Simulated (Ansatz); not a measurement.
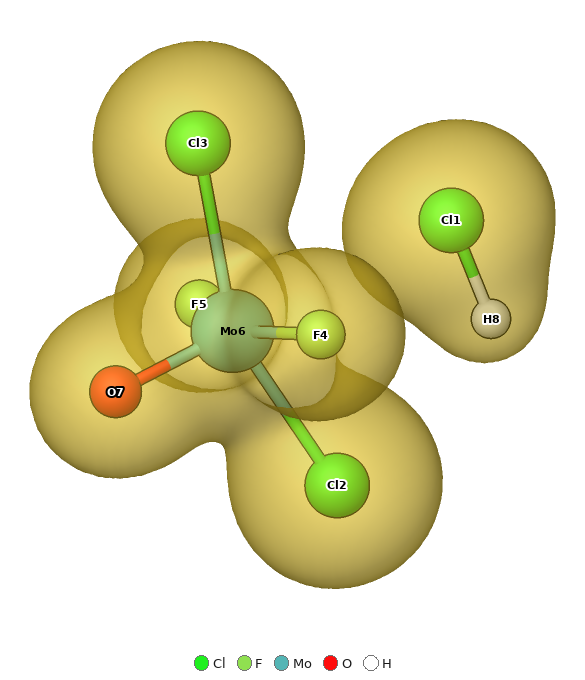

Cl₃F₂HMoO. Isosurface of the electron density at 0.2 e/Å³ (yellow), seen at a tilt.

Geometry: PBE0-D4/def2-SVP; core potentials replace the inner electrons of Mo.

Method: isolated molecule in a Gaussian basis; Kohn-Sham density functional theory, functional PBE0 in Ansatz 0.2.0.

| atom | x (Å) | y (Å) | z (Å) |
| --- | --- | --- | --- |
| Cl | -0.0099 | -2.2591 | 0.3129 |
| Cl | -1.5115 | 0.6249 | 1.3256 |
| Cl | 1.7814 | -0.1138 | -1.6459 |
| F | 1.3538 | 0.5416 | 1.1384 |
| F | -1.0903 | 0.1892 | -1.4824 |
| Mo | 0.1737 | 0.7267 | -0.2597 |
| O | 0.2583 | 2.3330 | -0.5545 |
| H | -0.9555 | -2.0425 | 1.1657 |

Question: Which contacts does the surface bridge?

Answer: At this value the surface falls into two separate pieces. It bridges the sampled Mo–O (1.64 Å), Mo–F (1.84 Å), Mo–Cl (2.28 Å) and Cl–H (1.29 Å) contacts, where the density stays above the isovalue. On the grid the lowest density along these lines, outside the cores, is 2.2 e/Å³ (Mo–O, 1.64 Å), 1.1 e/Å³ (Mo–F, 1.84 Å), 0.69 e/Å³ (Mo–Cl, 2.28 Å) and 1.6 e/Å³ (Cl–H, 1.29 Å).
